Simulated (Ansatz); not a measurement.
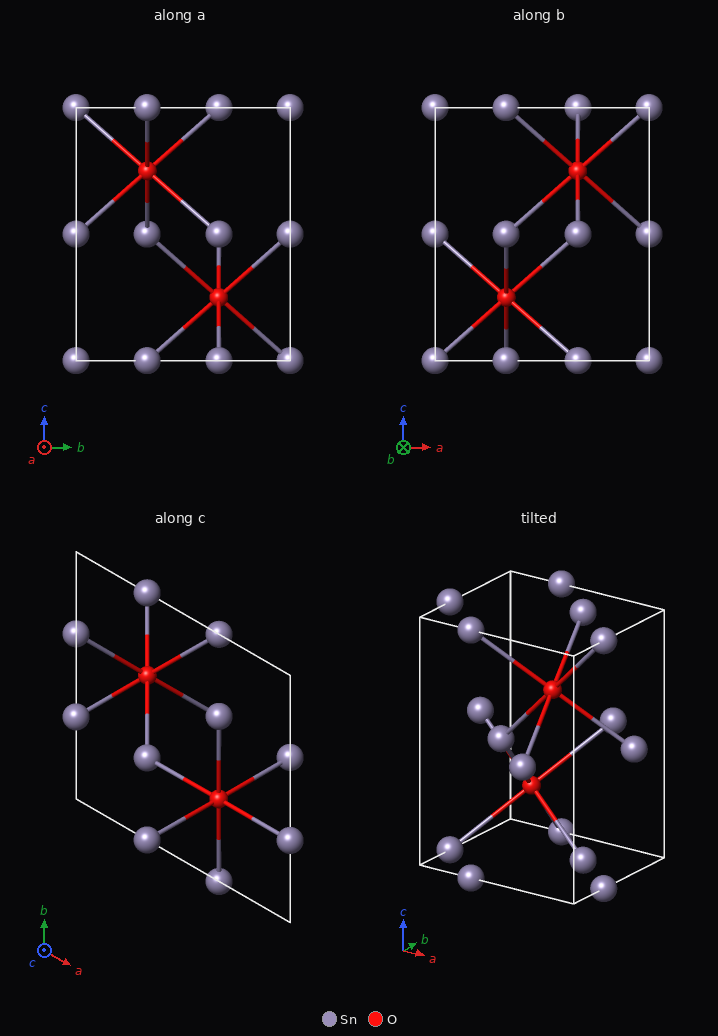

Crystal structure, ball-and-stick style, seen along the a axis, along the b axis, along the c axis and slightly off an axis. Lines trace the edges of the conventional unit cell.

Lattice parameters: a = 5.9107 Å, b = 5.9107 Å, c = 6.0518 Å, α = 90.000°, β = 90.000°, γ = 120.000°.

> Put the structure into a CIF in P1 with every atom of the cell, with free fractional coordinates to two decimals.

```cif
data_structure
_symmetry_space_group_name_H-M 'P 1'
_symmetry_Int_Tables_number 1
_cell_length_a 5.9107
_cell_length_b 5.9107
_cell_length_c 6.0518
_cell_angle_alpha 90.000
_cell_angle_beta 90.000
_cell_angle_gamma 120.000
_cell_volume 183.10
loop_
_atom_site_label
_atom_site_type_symbol
_atom_site_fract_x
_atom_site_fract_y
_atom_site_fract_z
_atom_site_occupancy
Sn1 Sn 0.33 0.00 0.00 1
Sn2 Sn 0.33 0.33 0.50 1
Sn3 Sn 0.00 0.33 0.00 1
Sn4 Sn 0.67 0.00 0.50 1
Sn5 Sn 0.67 0.67 0.00 1
Sn6 Sn 0.00 0.67 0.50 1
O1 O 0.3333 0.6667 0.25 1
O2 O 0.6667 0.3333 0.75 1
```

The model was built from a structure type filled with these elements by a generator (whether the compound takes this form wasn't checked). Earlier steps of the study, as a rule a relaxation of our own, may have changed the cell and positions, so they can lie some per cent off the listed ones. It was the input of a calculation with Ansatz.
